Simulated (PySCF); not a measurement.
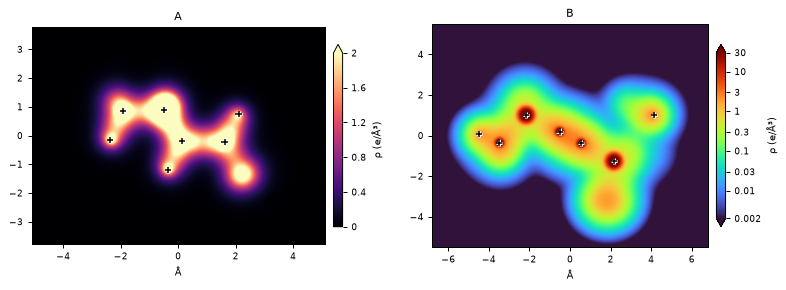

The electron density of 2 systems, each on a plane through atoms (crosses mark nuclei in the plane).

Computed with DFT single point, gas phase, functional PBE0 in PySCF 2.14.0, density-fitted response routines.

System 1: C₆H₁₃ClSi₂, the plane of atoms C1, Si2 and C3. Geometry: GFN2-xTB.

```yaml
atoms:
  - { symbol: C, position_ang: [4.3700, 0.2976, 0.3167] }
  - { symbol: Si, position_ang: [3.1095, -0.9954, -0.2645] }
  - { symbol: C, position_ang: [1.4788, -0.1313, -0.4567] }
  - { symbol: C, position_ang: [0.4315, 0.4650, -0.5782] }
  - { symbol: Si, position_ang: [-1.1713, 1.3791, -0.7123] }
  - { symbol: Cl, position_ang: [-0.9925, 3.1351, 0.2944] }
  - { symbol: C, position_ang: [-2.5575, 0.3224, 0.0787] }
  - { symbol: C, position_ang: [-2.7639, -0.9735, -0.7026] }
  - { symbol: C, position_ang: [-2.2680, 0.0064, 1.5463] }
  - { symbol: H, position_ang: [4.0886, 0.7180, 1.2784] }
  - { symbol: H, position_ang: [5.3606, -0.1363, 0.4223] }
  - { symbol: H, position_ang: [4.4420, 1.1188, -0.3916] }
  - { symbol: H, position_ang: [2.9461, -2.0631, 0.7306] }
  - { symbol: H, position_ang: [3.4889, -1.5490, -1.5703] }
  - { symbol: H, position_ang: [-1.4555, 1.6859, -2.1157] }
  - { symbol: H, position_ang: [-3.4960, 0.8882, 0.0381] }
  - { symbol: H, position_ang: [-3.0178, -0.7662, -1.7396] }
  - { symbol: H, position_ang: [-3.5701, -1.5604, -0.2644] }
  - { symbol: H, position_ang: [-1.8564, -1.5738, -0.6880] }
  - { symbol: H, position_ang: [-1.3556, -0.5809, 1.6346] }
  - { symbol: H, position_ang: [-3.0861, -0.5666, 1.9817] }
  - { symbol: H, position_ang: [-2.1463, 0.9190, 2.1259] }
```

System 2: C₄H₇NO, the plane of atoms C1, N2 and C3. Geometry: PBE0-D3(BJ)/def2-SVP.

```xyz
13

C     2.4158    0.3479   -0.1819
N     1.0515    0.6276   -0.5233
C     0.1505   -0.1606   -0.1193
C    -1.2771    0.0782   -0.4224
C    -2.3095   -0.2289    0.5787
O    -2.0868   -1.0801   -0.5127
H     2.8358    1.1987    0.3788
H     2.5543   -0.5743    0.4173
H     3.0138    0.2632   -1.1038
H     0.3611   -1.0723    0.4809
H    -1.4684    0.8635   -1.1642
H    -3.2457    0.3440    0.5654
H    -2.0114   -0.6172    1.5619
```

> Which map belongs to which system?

Panel A is system 2, C₄H₇NO: the plane holds C, N and H. C–N (1.26 Å): ρ at the midpoint is about 2.9 e/Å³. Panel B is system 1, C₆H₁₃ClSi₂: the plane holds C, Si and H. C–C (1.21 Å): ρ at the midpoint is about 2.7 e/Å³.
